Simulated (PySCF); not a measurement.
# C10H12O3: NMR shifts at several levels of theory, part 2 of 2

PySCF 2.14.0. Atoms count from 0. Earlier steps stand in the parts before.

## (6) NMR shieldings: KT2/pcSseg-1

What the job is given:

```
{"job": {"kind": "nmr", "xc": "KT2", "basis": "pcSseg-1", "pop": false}, "charge": 0, "multiplicity": 1}
C     -2.455999     0.705190     1.944081
O     -1.305751     0.296005     1.259603
C     -1.444738    -0.383324     0.100515
C     -2.670163    -0.736171    -0.469123
C     -2.713889    -1.473917    -1.654212
C     -1.536383    -1.862221    -2.282170
C     -0.309904    -1.495814    -1.726957
C     -0.247718    -0.759429    -0.548529
O      0.970836    -0.472176    -0.027172
C      1.285987     0.877974     0.248309
C      2.777824     1.018866     0.161323
C      3.616258     0.853932     1.346680
O      3.323596     2.133282     0.827276
H     -3.072928     1.391742     1.337682
H     -2.115376     1.234156     2.843141
H     -3.077655    -0.154596     2.249912
H     -3.602236    -0.449409     0.018489
H     -3.682682    -1.745404    -2.079221
H     -1.565354    -2.442007    -3.206880
H      0.636250    -1.776516    -2.193986
H      0.945195     1.177696     1.251678
H      0.798164     1.543296    -0.486775
H      3.214108     0.795830    -0.822825
H      4.654502     0.517832     1.233210
H      3.143036     0.607823     2.306242
```

With the program's defaults for keys left out, this is: GIAO KT2/pcSseg-1 NMR shielding, non-relativistic, gas phase.

Output:

```text
coarse grid: 21560 points
cycle   1  E = -623.6756852896  dE =  2.079e+00  |g| = 1.036e+00  |ddm| = 4.854e+00
cycle   2  E = -623.1391343941  dE =  5.366e-01  |g| = 1.940e+00  |ddm| = 3.354e+00
cycle   3  E = -623.8714693626  dE = -7.323e-01  |g| = 2.615e-01  |ddm| = 2.512e+00
cycle   4  E = -623.8852451157  dE = -1.378e-02  |g| = 9.545e-02  |ddm| = 3.229e-01
cycle   5  E = -623.8869038860  dE = -1.659e-03  |g| = 4.546e-02  |ddm| = 1.264e-01
cycle   6  E = -623.8873768823  dE = -4.730e-04  |g| = 1.568e-02  |ddm| = 6.680e-02
cycle   7  E = -623.8874358423  dE = -5.896e-05  |g| = 6.781e-03  |ddm| = 2.367e-02
cycle   8  E = -623.8874461494  dE = -1.031e-05  |g| = 1.126e-03  |ddm| = 7.314e-03
cycle   9  E = -623.8874463480  dE = -1.986e-07  |g| = 6.180e-04  |ddm| = 1.840e-03
final grid: 210168 points
cycle  10  E = -624.0042940311  dE = -4.951e-04  |g| = 1.837e-02  |ddm| = 1.359e-01
cycle  11  E = -624.0042390099  dE =  5.502e-05  |g| = 2.319e-02  |ddm| = 4.382e-02
cycle  12  E = -624.0043670654  dE = -1.281e-04  |g| = 4.725e-03  |ddm| = 3.013e-02
cycle  13  E = -624.0043725021  dE = -5.437e-06  |g| = 1.504e-03  |ddm| = 6.651e-03
cycle  14  E = -624.0043730454  dE = -5.433e-07  |g| = 4.506e-04  |ddm| = 1.752e-03
cycle  15  E = -624.0043730869  dE = -4.154e-08  |g| = 1.673e-04  |ddm| = 5.781e-04
cycle  16  E = -624.0043730929  dE = -6.002e-09  |g| = 4.524e-05  |ddm| = 1.888e-04
cycle  17  E = -624.0043730933  dE = -3.856e-10  |g| = 1.610e-05  |ddm| = 5.465e-05
converged SCF energy = -624.0043730933

GIAO shielding tensors (ppm)
atom      isotropic    diamagn.    paramagn.     s11        s22        s33       span
  0 C      129.913     244.406    -114.493     99.734    112.425    177.580     77.846
  1 O      231.905     405.503    -173.597    144.163    251.442    300.112    155.950
  2 C       34.466     255.748    -221.281    -19.845     16.730    106.514    126.359
  3 C       79.646     259.309    -179.663     -3.108     68.039    174.008    177.116
  4 C       64.829     254.401    -189.572    -32.307     57.675    169.121    201.428
  5 C       68.183     255.139    -186.956    -26.629     62.387    168.790    195.419
  6 C       66.360     253.249    -186.889    -15.335     60.805    153.609    168.944
  7 C       37.728     252.947    -215.220    -17.115     21.414    108.884    125.999
  8 O      234.939     402.978    -168.039    167.771    243.153    293.893    126.122
  9 C      104.541     247.461    -142.920     75.176     91.253    147.193     72.017
 10 C      134.756     246.214    -111.458     80.650    143.668    179.952     99.302
 11 C      136.423     256.518    -120.095     94.675    139.679    174.915     80.240
 12 O      315.565     396.925     -81.360    166.101    366.575    414.021    247.920
 13 H       27.662      29.165      -1.503     24.175     24.999     33.811      9.636
 14 H       27.098      28.894      -1.797     22.426     25.988     32.878     10.452
 15 H       27.603      28.074      -0.471     23.872     24.951     33.987     10.115
 16 H       24.791      31.335      -6.544     20.476     24.715     29.182      8.706
 17 H       24.388      28.207      -3.819     20.844     25.756     26.564      5.720
 18 H       24.517      29.002      -4.485     20.940     26.057     26.555      5.616
 19 H       24.342      33.176      -8.835     20.597     24.308     28.120      7.522
 20 H       27.151      33.744      -6.594     20.421     28.821     32.210     11.789
 21 H       27.356      33.104      -5.748     23.834     27.449     30.786      6.952
 22 H       28.370      29.978      -1.608     21.649     27.628     35.832     14.183
 23 H       28.501      27.674       0.827     23.511     25.450     36.541     13.030
 24 H       28.801      31.453      -2.652     24.001     27.429     34.974     10.973
```

Wall time 41 s (8 threads of Intel Xeon Platinum 8488C (Sapphire Rapids), shared host).

This run: δ C2 148.8, C7 145.5, C4 118.4, C6 116.9, H19 6.84, H17 6.79 ppm.

## (7) Shielding tensors: HF/pcSseg-1

The job, as its differences from that of step 6:

```diff
@@ -1,2 +1,2 @@
-{"job": {"kind": "nmr", "xc": "KT2", "basis": "pcSseg-1", "pop": false}, "charge": 0, "multiplicity": 1}
+{"job": {"kind": "nmr", "xc": "HF", "basis": "pcSseg-1", "pop": false}, "charge": 0, "multiplicity": 1}
 C     -2.455999     0.705190     1.944081
```

Method: GIAO HF/pcSseg-1 NMR shielding, non-relativistic, gas phase.

Output:

```text
final grid: 210168 points
cycle   1  E = -609.8415316039  dE =  3.917e+00  |g| = 9.376e-01  |ddm| = 4.679e+00
cycle   2  E = -610.0233348302  dE = -1.818e-01  |g| = 5.048e-01  |ddm| = 1.059e+00
cycle   3  E = -610.0703050449  dE = -4.697e-02  |g| = 1.171e-01  |ddm| = 4.192e-01
cycle   4  E = -610.0739004745  dE = -3.595e-03  |g| = 2.592e-02  |ddm| = 1.468e-01
cycle   5  E = -610.0740888956  dE = -1.884e-04  |g| = 6.308e-03  |ddm| = 3.560e-02
cycle   6  E = -610.0741034497  dE = -1.455e-05  |g| = 2.560e-03  |ddm| = 9.535e-03
cycle   7  E = -610.0741061282  dE = -2.679e-06  |g| = 8.668e-04  |ddm| = 4.639e-03
cycle   8  E = -610.0741065500  dE = -4.218e-07  |g| = 3.042e-04  |ddm| = 1.714e-03
cycle   9  E = -610.0741066178  dE = -6.782e-08  |g| = 1.125e-04  |ddm| = 7.244e-04
cycle  10  E = -610.0741066299  dE = -1.203e-08  |g| = 6.178e-05  |ddm| = 2.405e-04
cycle  11  E = -610.0741066344  dE = -4.564e-09  |g| = 2.988e-05  |ddm| = 1.673e-04
cycle  12  E = -610.0741066356  dE = -1.180e-09  |g| = 1.040e-05  |ddm| = 1.064e-04
cycle  13  E = -610.0741066357  dE = -1.087e-10  |g| = 3.229e-06  |ddm| = 3.290e-05
converged SCF energy = -610.0741066357

GIAO shielding tensors (ppm)
atom      isotropic    diamagn.    paramagn.     s11        s22        s33       span
  0 C      141.382     239.368     -97.986    118.058    124.349    181.739     63.681
  1 O      282.684     406.778    -124.093    207.164    301.460    339.429    132.265
  2 C       33.513     252.608    -219.096    -51.780     22.906    129.412    181.192
  3 C       75.091     258.228    -183.137    -21.294     61.062    185.505    206.799
  4 C       58.912     256.419    -197.508    -58.267     51.338    183.663    241.930
  5 C       63.510     256.760    -193.250    -50.005     57.076    183.458    233.463
  6 C       59.398     253.283    -193.885    -40.960     50.896    168.260    209.220
  7 C       36.715     248.976    -212.260    -48.702     28.398    130.450    179.151
  8 O      288.255     403.944    -115.688    223.507    299.622    341.637    118.129
  9 C      121.768     240.848    -119.080     96.071    109.545    159.689     63.618
 10 C      149.823     243.567     -93.743     98.541    158.880    192.048     93.507
 11 C      151.128     256.592    -105.465    111.250    154.115    188.018     76.768
 12 O      362.806     398.483     -35.677    209.862    405.161    473.394    263.532
 13 H       28.343      29.314      -0.971     24.579     25.694     34.757     10.178
 14 H       27.675      28.521      -0.846     22.221     26.586     34.217     11.996
 15 H       28.265      28.662      -0.398     24.109     25.743     34.942     10.833
 16 H       24.900      31.938      -7.037     19.734     25.214     29.753     10.019
 17 H       24.425      28.454      -4.029     20.276     26.130     26.869      6.592
 18 H       24.591      29.116      -4.525     20.381     26.511     26.882      6.501
 19 H       24.266      32.934      -8.668     19.667     24.297     28.833      9.166
 20 H       27.904      32.871      -4.967     20.466     29.750     33.497     13.032
 21 H       28.318      32.383      -4.065     24.225     28.952     31.778      7.554
 22 H       28.979      29.749      -0.770     21.798     28.054     37.085     15.288
 23 H       29.090      28.833       0.257     23.920     25.315     38.035     14.115
 24 H       29.293      31.250      -1.957     24.278     27.433     36.167     11.889
```

It took 35 s on 8 threads of Intel Xeon Platinum 8488C (Sapphire Rapids), shared host.

In short: δ C2 157.3, C7 154.1, C4 131.9, C6 131.4, H19 7.42, H17 7.26 ppm.

## (8) Comparing the runs: NMR shifts

Shifts (ppm) of some atoms, chosen among heavy atoms and hydrogens apart, with basis size and wall time:

```csv
run,C4,C6,H19,H17,O1,O8,O12,functions,time
PBE0/pcSseg-1,128.8,127.9,7.16,7.11,91.2,85.7,9.2,281,50 s
PBE/pcSseg-1,125.9,124.8,6.96,6.96,108.4,104.0,23.9,281,42 s
wB97X-D/pcSseg-1,130.1,129.4,7.20,7.13,82.8,77.0,5.0,281,71 s
KT2/pcSseg-1,118.4,116.9,6.84,6.79,98.8,95.7,15.1,281,41 s
HF/pcSseg-1,131.9,131.4,7.42,7.26,50.6,45.1,-29.5,281,35 s
```

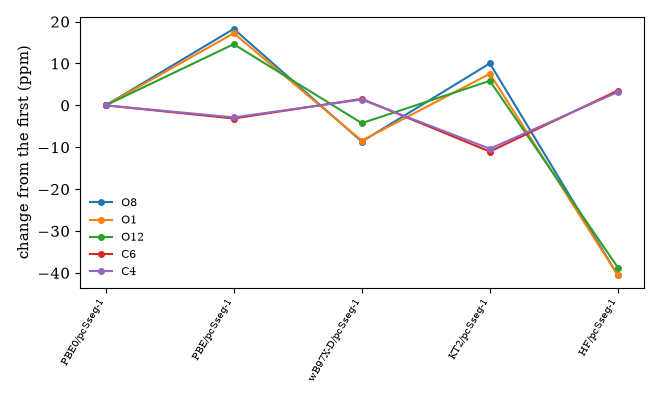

How five of the tabulated atoms move from run to run.

## (9) Summary of results

What follows sums up all 2 parts.

```
                                                              quantity                                                                 value
                                                           point group                                                                    C1
                                  rotational constants (main isotopes)                                                  1.44, 0.46, 0.36 GHz
                                13C shifts against TMS (PBE0/pcSseg-1)  157.1, 154.1, 128.8, 127.9, 125.3, 113.4, 76.8, 53.2, 48.1, 46.3 ppm
1H shifts against TMS (PBE0/pcSseg-1, means over atoms taken as alike)        7.16, 7.11, 6.98, 6.64, 3.99, 3.69, 3.66, 2.82, 2.67, 2.42 ppm
                                17O shifts against H2O (PBE0/pcSseg-1)                                                   91.2, 85.7, 9.2 ppm
                                              range of the shift of O8                                                     45.1 to 104.0 ppm
```

Single values in the summary come from the first sound run of each kind (PBE0/pcSseg-1), which need not be the best level. Relaxing lowered the energy by 0.136 eV in 14 steps; the close pair that moved most is O1–C2, from 1.375 to 1.351 Å. At PBE0/pcSseg-1: The widest tensor belongs to O12: span 257 ppm, with a paramagnetic part of -72 ppm. NICS(1)zz of -27 ppm above the planar ring from C2 marks a diatropic (aromatic) ring current. Across the 5 runs the shift of O8 moves most, between 45.1 (HF/pcSseg-1) and 104.0 ppm (PBE/pcSseg-1).
